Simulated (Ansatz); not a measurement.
Nudged elastic band, with input and output: SiH₅SO (charge +1)

SiH₅SO, charge +1, computed with RKS PBE-D4/def2-SVPD (Ansatz 0.2.0).

It belongs to a series of runs on one base structure; here: band between the two ends. Figures and captions count atoms from 1; the log counts them from 0 in places.

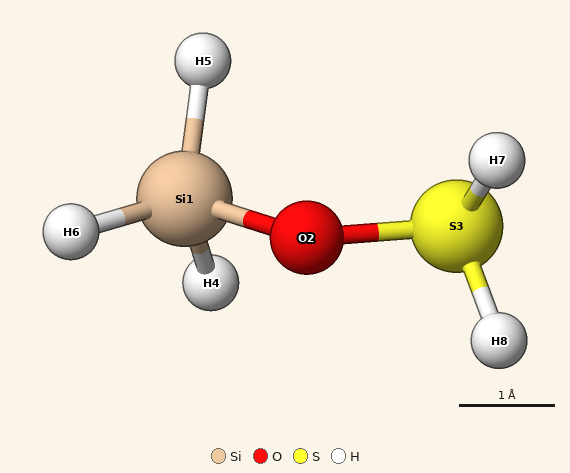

**Figure 1.** The structure as given in the input (ball-and-stick view, seen at a tilt; atoms are numbered from 1 in the order of the input). Bond lengths as drawn: H–S 1.38 to 1.39 Å, H–Si 1.49 Å, O–S 1.61 Å and O–Si 1.82 Å.

The input
```yaml
crystal:
  periodic: [false, false, false]
  atoms:
    - { symbol: Si, position_ang: [-0.784139, 1.047973, -0.52347] }
    - { symbol: O, position_ang: [0.168587, -0.00025, 0.612975] }
    - { symbol: S, position_ang: [0.867915, -1.380422, 0.168307] }
    - { symbol: H, position_ang: [-1.871053, 0.166067, -1.040863] }
    - { symbol: H, position_ang: [0.192423, 1.467922, -1.570426] }
    - { symbol: H, position_ang: [-1.202331, 2.102345, 0.437526] }
    - { symbol: H, position_ang: [2.136203, -1.204053, 0.696308] }
    - { symbol: H, position_ang: [0.492394, -2.199583, 1.219653] }
total_charge: 1
basis:
  gaussian: { orbitals: def2-SVPD }
hamiltonian:
  xc: pbe
  dispersion: d4
neb:
  order_check: false
  images: 5
  f_tol: 0.05
  max_iterations: 60
  initial_path: idpp
  final_atoms:
    - { symbol: Si, position_ang: [-0.67955932, 0.92416841, -0.40958386] }
    - { symbol: O, position_ang: [0.15488388, 0.20941001, 1.02285774] }
    - { symbol: S, position_ang: [0.99714004, -1.14953897, 1.0615282] }
    - { symbol: H, position_ang: [-1.62879329, -0.14928577, -0.83668563] }
    - { symbol: H, position_ang: [0.42616799, 1.1433987, -1.39161109] }
    - { symbol: H, position_ang: [-1.28197105, 2.1407647, 0.19432245] }
    - { symbol: H, position_ang: [1.83194369, -1.05452509, -0.04672375] }
    - { symbol: H, position_ang: [0.18018705, -2.06439298, 0.40590594] }
```

Launched with:
```bash
ansatz run input.yaml --threads 2 --pin off --max-ram 3072MiB --backend cpu --events-out ev --progress --plain --runs-dir out
```

The program's output
```
Engine: ansatz 0.2.0, aarch64-unknown-linux-gnu
Functional definition: PBE
  parameter kappa = 0.804
  parameter beta = 0.06672455060314922
  exchange = pbe_x(kappa = kappa, mu = beta*pi^2/3)
  correlation = pbe_c(beta = beta)
1003 factors; their error is unknown
mean field evaluation 1: about -20800.4578 eV, gradient 8.7e1 eV
mean field evaluation 2: about -20622.4572 eV, gradient 2.2e2 eV
mean field evaluation 4: about -20814.2114 eV, gradient 1.5e1 eV
mean field evaluation 8: about -20814.8023 eV, gradient 2.4e-1 eV
mean field evaluation 16: about -20814.7793 eV, gradient 2.8e-5 eV
mean field -20814.77928177 eV, -764.9290298409 hartree, gradient 2.8e-5 eV, S^2 0.000000; 0 other end points of the search recorded, 0 dependent functions left out
the calculation of the forces begins
reference -20814.77934222 eV, -764.9290320624 hartree; 21, 21 occupied and 93, 93 virtual orbitals, 1003 factors
1003 factors; their error is unknown
mean field evaluation 32: about -20814.7760 eV, gradient 1.7e-4 eV
mean field -20814.77603294 eV, -764.9289104487 hartree, gradient 3.2e-5 eV, S^2 0.000000; 0 other end points of the search recorded, 0 dependent functions left out
[... from here on the field's lines of each further geometry are left out, up to the last ...]
NEB iter   1: max|band force component| = 2.364e0 eV/Å  barrier→ = 1.7403 eV  barrier← = 1.7420 eV  Δτ_max = 0.0906 Å  (182 SCF iters)
NEB iter   2: max|band force component| = 1.421e0 eV/Å  barrier→ = 1.6287 eV  barrier← = 1.6304 eV  Δτ_max = 0.0479 Å  (140 SCF iters)
NEB iter   3: max|band force component| = 3.754e-1 eV/Å  barrier→ = 1.5766 eV  barrier← = 1.5783 eV  CI = image 3  Δτ_max = 0.0271 Å  (141 SCF iters)
NEB iter   4: max|band force component| = 2.552e-1 eV/Å  barrier→ = 1.5763 eV  barrier← = 1.5780 eV  CI = image 3  Δτ_max = 0.0149 Å  (141 SCF iters)
NEB iter   5: max|band force component| = 6.044e-2 eV/Å  barrier→ = 1.5780 eV  barrier← = 1.5797 eV  CI = image 3  Δτ_max = 0.0055 Å  (135 SCF iters)
the calculation of the forces begins
reference -20814.74879995 eV, -764.9279096548 hartree; 21, 21 occupied and 93, 93 virtual orbitals, 1003 factors
1003 factors; their error is unknown
mean field -20813.20076808 eV, -764.8710205327 hartree, gradient 1.7e-5 eV, S^2 0.000000; 1 other end points of the search recorded, 0 dependent functions left out
the calculation of the forces begins
reference -20813.20082829 eV, -764.8710227456 hartree; 21, 21 occupied and 93, 93 virtual orbitals, 1003 factors
NEB iter   6: max|band force component| = 3.491e-2 eV/Å  barrier→ = 1.5776 eV  barrier← = 1.5793 eV  CI = image 3  Δτ_max = 0.0000 Å  (263 SCF iters)
```

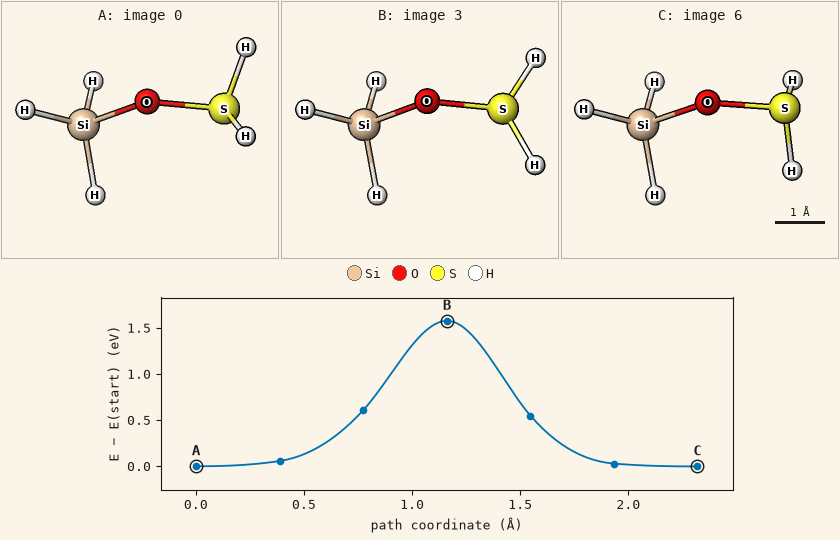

**Figure 2.** Images of the last band (counted from 0; ball-and-stick, seen at a tilt) above the energy along the path; the line is a cubic interpolation that uses the forces. The highest image is number 3, 1.578 eV above the start and 1.579 eV above the end (the climbing image); the end lies 0.002 eV below the start. The path is 2.32 Å long. The band converged in 6 iterations.

```
Total energy: -20813.32106205 eV, -764.8754412547 hartree
Atom 0 at    -0.761662     1.011348    -0.495398 Å, force     0.009639    -0.006320     0.022427 eV/Å
Atom 1 at     0.126186     0.204169     0.889465 Å, force    -0.025319     0.029490    -0.031052 eV/Å
Atom 2 at     0.905244    -1.171406     0.653083 Å, force     0.012610    -0.032957    -0.018841 eV/Å
Atom 3 at    -1.755918    -0.008894    -0.938903 Å, force    -0.001134     0.005896    -0.003026 eV/Å
Atom 4 at     0.303295     1.292120    -1.501820 Å, force    -0.005448     0.001571    -0.001916 eV/Å
Atom 5 at    -1.302452     2.185813     0.240057 Å, force     0.000036     0.003473     0.004918 eV/Å
Atom 6 at     2.219372    -1.157086     0.297271 Å, force     0.018580     0.009463     0.010474 eV/Å
Atom 7 at     0.265933    -2.356065     0.856254 Å, force    -0.008964    -0.010616     0.017018 eV/Å
Dipole moment:     0.330993    -0.597268    -0.126825 e Å
this run last wrote the band of iteration 6 to [file]
```

The last band as extended XYZ (Å, eV, eV/Å)
```
8
Properties=species:S:1:pos:R:3:forces:R:3 image=0 energy=-20814.89864
Si   -0.7841    1.0480   -0.5235    0.0062  -0.0082   0.0014
O     0.1686   -0.0003    0.6130   -0.0024   0.0047   0.0006
S     0.8679   -1.3804    0.1683    0.0043  -0.0024   0.0076
H    -1.8711    0.1661   -1.0409   -0.0032   0.0001  -0.0015
H     0.1924    1.4679   -1.5704   -0.0006   0.0030  -0.0031
H    -1.2023    2.1023    0.4375   -0.0003   0.0015   0.0023
H     2.1362   -1.2041    0.6963   -0.0023   0.0006  -0.0031
H     0.4924   -2.1996    1.2197   -0.0017   0.0008  -0.0043
8
Properties=species:S:1:pos:R:3:forces:R:3 image=1 energy=-20814.84183
Si   -0.7679    1.0411   -0.4643   -0.0110   0.0173  -0.0005
O     0.1737    0.0671    0.7621    0.0149  -0.0974  -0.1584
S     0.8225   -1.2790    0.1458    0.0013  -0.0904  -0.1907
H    -1.7913    0.0643   -0.9437   -0.0390   0.0578  -0.0203
H     0.2617    1.3556   -1.4995   -0.0405   0.0544  -0.0183
H    -1.2687    2.1833    0.3413    0.0277  -0.0115   0.0723
H     2.1319   -1.1978    0.5877   -0.0707  -0.0221   0.1849
H     0.4380   -2.2345    1.0707    0.1172   0.0919   0.1311
8
Properties=species:S:1:pos:R:3:forces:R:3 image=2 energy=-20814.29088
Si   -0.7579    1.0218   -0.4635    0.0249   0.0342   0.1634
O     0.1585    0.1579    0.9038    0.2112  -0.2966   0.0968
S     0.8227   -1.1917    0.3252   -0.6217  -0.1082  -2.4088
H    -1.7554    0.0075   -0.9251    0.0324   0.0380   0.0508
H     0.2976    1.3024   -1.4850   -0.0230   0.0000   0.0646
H    -1.2966    2.1929    0.2701   -0.0069   0.0424   0.0675
H     2.2011   -1.1719    0.4202   -0.1244  -0.0473   1.0744
H     0.3301   -2.3190    0.9542    0.5075   0.3374   0.8913
8
Properties=species:S:1:pos:R:3:forces:R:3 image=3 energy=-20813.32100
Si   -0.7617    1.0113   -0.4954    0.0096  -0.0063   0.0224
O     0.1262    0.2042    0.8895   -0.0253   0.0295  -0.0311
S     0.9052   -1.1714    0.6531    0.0126  -0.0330  -0.0188
H    -1.7559   -0.0089   -0.9389   -0.0011   0.0059  -0.0030
H     0.3033    1.2921   -1.5018   -0.0054   0.0016  -0.0019
H    -1.3025    2.1858    0.2401    0.0000   0.0035   0.0049
H     2.2194   -1.1571    0.2973    0.0186   0.0095   0.0105
H     0.2659   -2.3561    0.8563   -0.0090  -0.0106   0.0170
8
Properties=species:S:1:pos:R:3:forces:R:3 image=4 energy=-20814.34854
Si   -0.7608    0.9956   -0.5234    0.0181  -0.0752  -0.0978
O     0.1221    0.1844    0.8316    0.0089  -0.2341  -0.4802
S     0.9843   -1.1413    0.9904    0.6600   0.1600   2.6567
H    -1.7552   -0.0255   -0.9568   -0.0456  -0.0013  -0.0576
H     0.3081    1.2798   -1.5214   -0.0042   0.0220  -0.0661
H    -1.3069    2.1753    0.2069    0.0392  -0.0667  -0.0096
H     2.1391   -1.1596    0.2185   -0.6864  -0.1148  -0.8732
H     0.2694   -2.3086    0.7541    0.0099   0.3102  -1.0723
8
Properties=species:S:1:pos:R:3:forces:R:3 image=5 energy=-20814.86957
Si   -0.7214    0.9359   -0.5105    0.0250  -0.0326   0.0179
O     0.1330    0.2014    0.9045    0.0111   0.0013   0.0398
S     1.0115   -1.1023    1.1621    0.0135   0.0210   0.0968
H    -1.7073   -0.0964   -0.9484    0.0264  -0.0356   0.0100
H     0.3509    1.2094   -1.5127    0.0238  -0.0378   0.0099
H    -1.2960    2.1327    0.1624    0.0119  -0.0244  -0.0123
H     1.9468   -1.1280    0.1313   -0.1201   0.0150  -0.0622
H     0.2826   -2.1527    0.6113    0.0084   0.0932  -0.0999
8
Properties=species:S:1:pos:R:3:forces:R:3 image=6 energy=-20814.90033
Si   -0.6830    0.9476   -0.3451    0.0005  -0.0009   0.0001
O     0.1909    0.1621    1.0254   -0.0019   0.0023  -0.0006
S     1.0196   -1.2048    0.9754    0.0011  -0.0010   0.0024
H    -1.6571   -0.0970   -0.7873   -0.0004   0.0006   0.0000
H     0.3918    1.2005   -1.3530   -0.0004  -0.0002   0.0000
H    -1.2523    2.1414    0.3320    0.0004   0.0002   0.0003
H     1.8182   -1.0679   -0.1549    0.0020   0.0006  -0.0014
H     0.1718   -2.0820    0.3077   -0.0012  -0.0016  -0.0008
```

Summary

```json
{"quantity": "outcome", "value": "converged"}
{"quantity": "barrier, forward", "value": "1.578 eV"}
{"quantity": "barrier, backward", "value": "1.579 eV"}
{"quantity": "hardware", "value": "2 threads of Arm Neoverse V1, 24 GiB of memory available, shared host"}
{"quantity": "wall time", "value": "58 s (CPU time 1.9 min)"}
{"quantity": "peak memory", "value": "0.14 GiB"}
```

Notes

The order of the saddle point was not checked.
